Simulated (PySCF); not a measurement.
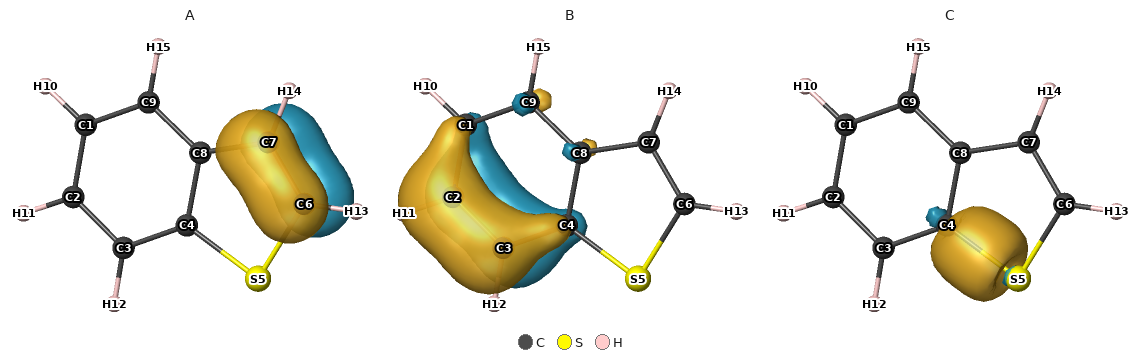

C₈H₆S, SMILES `c1ccc2sccc2c1`. Pipek–Mezey orbitals, occupied; each surface holds about 70 % of the orbital's density. Energies are diagonal elements of the Fock matrix.

Level of theory: BLYP/def2-SVP (PySCF), at a geometry from GFN2-xTB. No frequency check shows the geometry to be a minimum. GFN2-xTB bond lengths at metals and heavier atoms can be off by up to 0.1 Å and shapes distorted, which carries into these values.

**Name the orbitals, with their atomic make-up and energies.**

By panel:
- A: π bond C6–C7 (C6 48 %, C7 46 %; −7.0 eV)
- B: π bond C3–C2 (C3 42 %, C2 42 %, C4 5 %; −7.0 eV)
- C: σ bond S5–C4 (S5 51 %, C4 48 %; −13.9 eV)
